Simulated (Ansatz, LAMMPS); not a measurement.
# Electronic structure of liquid mixture of sulfolane and H2O at 380 K (192 atoms), part 3 of 3

What does DFT give for liquid mixture of sulfolane and H2O at 380 K (192 atoms) as built?

Ansatz 0.2.0; Kohn-Sham DFT, PBEsol, PAW (set soft_2), plane waves.

The cell: 28 O, 12 S, 48 C and 104 H. The network of contacts between molecules at the start is that of the classical potential that made the cell. The functional has no dispersion term. The density was typed from a rule of thumb and may lie off the real one at this temperature. The Brillouin zone is sampled at Γ only, in a cell whose shortest periodic width is 13 Å.

So far. Step 3 (Plane-wave single point): Mean intrinsic-atomic-orbital charges: C -0.46, H +0.22, O -0.90, S +2.05 e. The largest share in the top eV of filled states is O p (76 % of the projected weight), and in the lowest eV of empty states H s (34 % of the projected weight).

## 4. Distances and neighbours

Bonds and neighbours are counted at the geometry of the runs.

Density 1.17 g/cm³, 11.24 Å³ an atom.

g(r), total and by pair (bins of 0.2 Å):

| r (Å) | total | H-H | H-C | H-O | H-S | C-C | C-O |
| --- | --- | --- | --- | --- | --- | --- | --- |
| 0.90 | 0.10 | 0.00 | 0.00 | 0.62 | 0.00 | 0.00 | 0.00 |
| 1.10 | 4.04 | 0.00 | 13.95 | 1.69 | 0.00 | 0.00 | 0.00 |
| 1.30 | 0.00 | 0.00 | 0.00 | 0.00 | 0.00 | 0.00 | 0.00 |
| 1.50 | 1.29 | 0.00 | 0.00 | 0.25 | 0.00 | 11.64 | 0.00 |
| 1.70 | 0.90 | 1.82 | 0.00 | 0.30 | 0.00 | 0.00 | 0.00 |
| 1.90 | 0.31 | 0.84 | 0.05 | 0.08 | 0.00 | 0.00 | 0.00 |
| 2.10 | 1.13 | 0.35 | 3.75 | 0.07 | 0.00 | 0.00 | 0.00 |
| 2.30 | 1.26 | 1.20 | 1.54 | 0.39 | 5.14 | 1.35 | 0.00 |
| 2.50 | 1.34 | 1.83 | 0.24 | 1.62 | 0.92 | 2.06 | 1.47 |
| 2.70 | 1.11 | 0.96 | 0.42 | 1.88 | 0.47 | 0.95 | 2.98 |
| 2.90 | 0.77 | 0.98 | 0.65 | 1.31 | 1.29 | 0.00 | 0.15 |
| 3.10 | 0.83 | 1.10 | 0.70 | 1.19 | 0.79 | 0.00 | 0.98 |
| 3.30 | 0.97 | 0.68 | 1.25 | 1.65 | 0.82 | 0.00 | 1.58 |
| 3.50 | 1.00 | 0.84 | 1.05 | 1.31 | 1.71 | 0.00 | 1.72 |
| 3.70 | 0.83 | 0.96 | 0.65 | 0.76 | 0.91 | 0.27 | 2.02 |
| 3.90 | 0.85 | 1.11 | 0.77 | 0.68 | 1.19 | 0.58 | 0.75 |
| 4.10 | 0.94 | 1.04 | 0.78 | 1.10 | 0.82 | 0.66 | 1.24 |
| 4.30 | 0.91 | 0.86 | 0.85 | 1.23 | 1.23 | 0.65 | 0.79 |
| 4.50 | 0.89 | 0.78 | 0.81 | 1.17 | 0.85 | 0.55 | 0.91 |
| 4.70 | 0.94 | 0.86 | 0.94 | 1.04 | 0.75 | 0.95 | 0.92 |
| 4.90 | 1.00 | 0.94 | 1.02 | 0.88 | 0.92 | 1.27 | 1.07 |
| 5.10 | 1.01 | 1.01 | 0.94 | 1.16 | 1.10 | 1.21 | 0.64 |
| 5.30 | 1.04 | 1.03 | 1.08 | 0.95 | 0.85 | 1.15 | 0.95 |
| 5.50 | 1.03 | 1.03 | 1.02 | 1.00 | 0.93 | 1.01 | 1.23 |
| 5.70 | 1.05 | 0.99 | 1.10 | 0.89 | 1.27 | 1.26 | 1.22 |
| 5.90 | 1.08 | 1.07 | 1.07 | 0.91 | 1.10 | 1.32 | 1.12 |
| 6.10 | 1.10 | 1.14 | 1.15 | 0.99 | 0.79 | 1.30 | 0.98 |
| 6.30 | 1.03 | 0.96 | 1.03 | 1.14 | 0.91 | 1.37 | 0.76 |

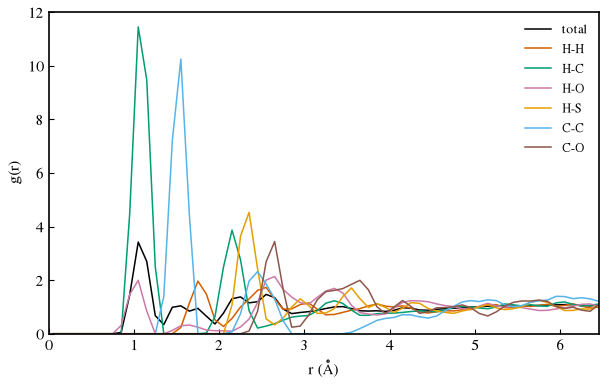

Pair distribution functions, lightly smoothed.

Bonds by pair of elements; cutoffs follow the first minimum of g(r), held within bounds set by covalent radii, and pairs that aren't listed don't count as bonded:

| pair A-B | cutoff (Å) | bonds | mean length (Å) | spread (Å) | shortest (Å) | B about A | A about B |
| --- | --- | --- | --- | --- | --- | --- | --- |
| H-C | 1.34 | 96 | 1.09 | 0.033 | 1.01 | 0.923 | 2 |
| H-O | 1.21 | 8 | 1 | 0 | 1 | 0.077 | 0.286 |
| C-C | 1.85 | 36 | 1.52 | 0.034 | 1.42 | 1.5 | 1.5 |
| C-S | 2.21 | 24 | 1.76 | 0.035 | 1.69 | 0.5 | 2 |
| O-S | 1.93 | 24 | 1.46 | 0.022 | 1.41 | 0.857 | 2 |

How many atoms have how many bonded neighbours:

| element | mean | 1 | 2 | 4 |
| --- | --- | --- | --- | --- |
| C | 4 | 0 | 0 | 48 |
| H | 1 | 104 | 0 | 0 |
| O | 1.14 | 24 | 4 | 0 |
| S | 4 | 0 | 0 | 12 |

Bond angles (no mean is given where the spread exceeds 20°):

| angle | count | mean (°) | spread (°) |
| --- | --- | --- | --- |
| C-C-H | 144 | 111 | 4.5 |
| H-C-S | 48 | 108 | 4.3 |
| H-C-H | 48 | 109 | 5.2 |
| C-S-O | 48 | 109 | 3.2 |
| C-C-S | 24 | 105 | 2.8 |

Bond length by coordination (bonds to H left out):

| element | coordination | atoms | mean bond length (Å) |
| --- | --- | --- | --- |
| O | 1 | 24 | 1.46 |

Rings of the network by King's shortest-path rule, up to 12 atoms, one path for each pair of neighbours; H, halogens, alkali and alkaline-earth atoms are left out, and the last column divides by all other atoms, bonded or not:

| ring size (atoms) | rings | per network atom |
| --- | --- | --- |
| 5 | 12 | 0.136 |

For some of the pairs, g(r) has its first main peak near 1.8 Å (H-H), 1.1 Å (H-C), 1.0 Å (H-O), 2.3 Å (H-S), 1.5 Å (C-C) and 2.6 Å (C-O). With the cutoffs above, all C atoms have 4, all H atoms have 1, 86 % of O atoms have 1 and all S atoms have 4 bonded neighbours. The C-C-H angle averages 111° with a spread of 4°. All rings counted have 5 atoms.

Local excerpt of 10 atoms (numbers count through the whole input) about S107, one of the 12 S atoms; x, y, z are measured from there.

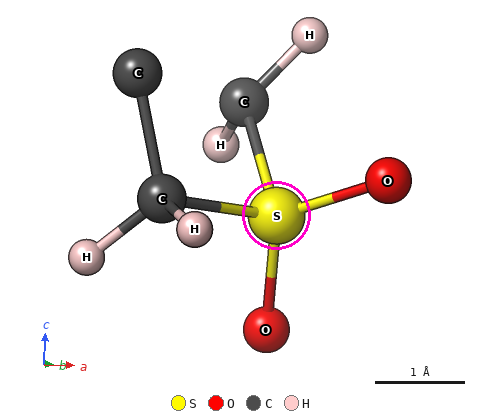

The atoms of the table, within 2.5 Å (arrows a, b, c point along x, y, z); some may hide others; the central atom is ringed.

| atom | x | y | z | distance (Å) | bonds | intrinsic-atomic-orbital charge (e) | Fx | Fy | Fz (eV/Å) |
| --- | --- | --- | --- | --- | --- | --- | --- | --- | --- |
| S107 | 0.00 | 0.00 | 0.00 | 0.00 | 4 | 2.07 | 2.70 | 0.47 | -0.58 |
| O108 | -0.17 | 0.65 | -1.29 | 1.46 | 1 | -0.92 | 0.31 | 0.13 | -0.30 |
| O106 | 1.34 | -0.43 | 0.46 | 1.48 | 1 | -0.93 | -0.64 | -0.02 | -0.66 |
| C112 | -1.09 | -1.31 | 0.13 | 1.71 | 4 | -0.55 | -0.14 | -2.05 | -2.20 |
| C109 | -0.61 | 1.00 | 1.26 | 1.72 | 4 | -0.59 | -3.02 | 0.50 | 0.59 |
| H114 | -1.01 | 1.90 | 0.77 | 2.29 | 1 | 0.21 | 0.24 | 0.31 | 0.31 |
| H120 | -0.53 | -2.25 | -0.20 | 2.32 | 1 | 0.21 | -0.69 | 0.97 | 0.38 |
| H119 | -1.95 | -1.16 | -0.57 | 2.34 | 1 | 0.20 | 0.43 | 0.00 | 0.25 |
| H113 | 0.07 | 1.21 | 2.05 | 2.38 | 1 | 0.23 | 1.22 | 0.40 | 0.53 |
| C111 | -1.45 | -1.25 | 1.53 | 2.45 | 4 | -0.32 | -2.32 | -1.37 | 2.48 |

The column of bonds counts only the pairs H-C within 1.34 Å, H-O within 1.21 Å, C-C within 1.85 Å, C-S within 2.21 Å, O-S within 1.93 Å; other neighbours, such as metal atoms beside each other in a compound, aren't counted, and periodic images can show an atom twice.

## 5. Summary of results

| Quantity | Value |
| --- | --- |
| free energy per atom | -207.2094 eV/atom |
| pressure | 3.32 GPa |
| r.m.s. force component | 1.012 eV/Å |
| gap (highest filled to lowest empty level) | 4.545 eV |
| wall time of the 1 DFT run | 22 s |

Between filled and empty levels lie 4.55 eV (at Γ alone); a semilocal functional tends to put such gaps too low. In a disordered cell it changes from sample to sample and from frame to frame. With the cutoffs above, all C atoms have 4, all H atoms have 1, 86 % of O atoms have 1 and all S atoms have 4 bonded neighbours.

What to keep in mind: The force components of 1.0 eV/Å r.m.s. reflect the temperature of the frame as well as the gap between the generating potential and DFT, above all in bond lengths inside molecules. The pressure of 3.3 GPa is that of one thermal frame, in which the classical model's bond lengths enter as well as the volume, without the kinetic term and with the strain of bonds inside molecules.

[Hosts, paths, dates, database ids (printed as entryN), source tags and the programs' standing remarks are cut or masked in the printed files.]
